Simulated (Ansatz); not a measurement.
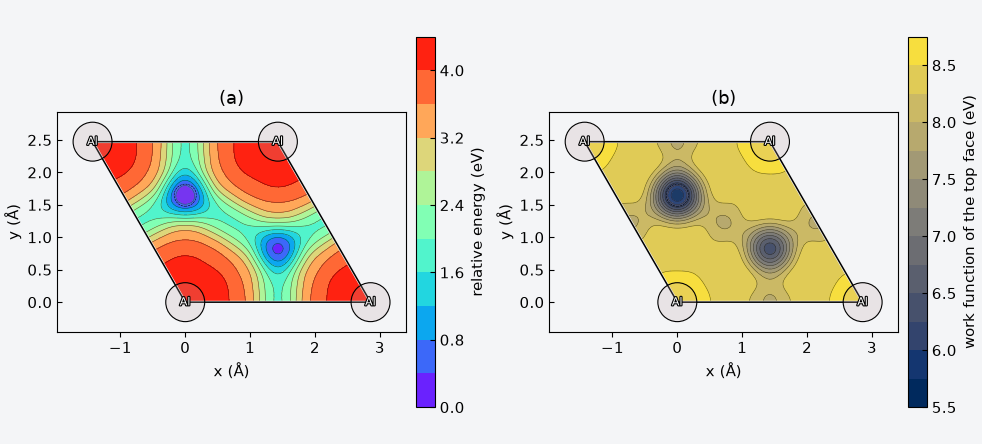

N on an Al(111) slab cut from the Fm-3m phase, its upper half relaxed before the scan (3 atoms of substrate and one adsorbate in a 1 × 1 cell). N is moved over the surface cell; relaxed at each place: the height of the adsorbate's atoms; substrate rigid; the origin of the map has the adsorbate above Al3. Places are given modulo a cell vector. The map is drawn in real space over the plane of the surface. Grid: 6 × 6 points; 10 points were computed and 26 follow by symmetry. All energies are given in eV relative to the lowest grid point. With one adsorbate in each 1 × 1 cell, its nearest image is 2.9 Å away, so neighbouring adsorbates interact. Theory: DFT PBE, scalar-relativistic, plane waves, PAW in Ansatz 0.2.0. Settings: cutoff 420 eV, k-mesh 9×9×1, gaussian smearing 0.1 eV, no spin polarisation.

Panel (a) is the energy; panel (b) is the computed work function of the top face, in eV.

Drawn: filled contours, labelled circles for the atoms of the top layer and small ones for the second layer, the outline of one cell of the plane. Between grid points the surface is interpolated.

How does the work function of the top face vary over the map, and what is it at the lowest grid point?

It runs from 5.54 eV at a threefold hollow over a second-layer Al atom, (2/6, 4/6) of the cell vectors to 8.58 eV at the top site over a surface Al atom, (0/6, 0/6) of the cell vectors. At the lowest grid point, a threefold hollow over a second-layer Al atom, (2/6, 4/6) of the cell vectors, it is 5.54 eV.

PAW datasets: the set soft_1.
